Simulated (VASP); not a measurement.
Energy against volume of InSb (zinc blende). Method: optB86b-vdW, VASP's PBE PAW potentials (set 64) (plane waves; VASP).

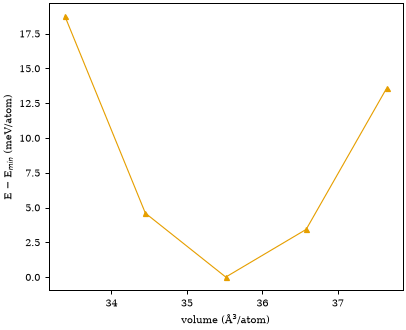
Fig. 1. Energy against volume

Estimate the equilibrium volume and the bulk modulus.

The minimum lies near 35.6 Å³/atom, and the curvature gives B0 of about 40 GPa.

Measured: bulk modulus 46.1 GPa at 0 K (computed value off by -13.7 %), as given by Daniel Mejia-Rodriguez et al., Physical Review B (2018), arXiv:1807.09216 [0 K value with the zero-point phonon effect removed]; a 6.468 Å at 0 K (computed value off by +1.7 %), as given by Daniel Mejia-Rodriguez et al., Physical Review B (2018), arXiv:1807.09216 [static lattice: zero-point anharmonic expansion removed].

The compound is InSb in the zinc blende structure. It was relaxed first.
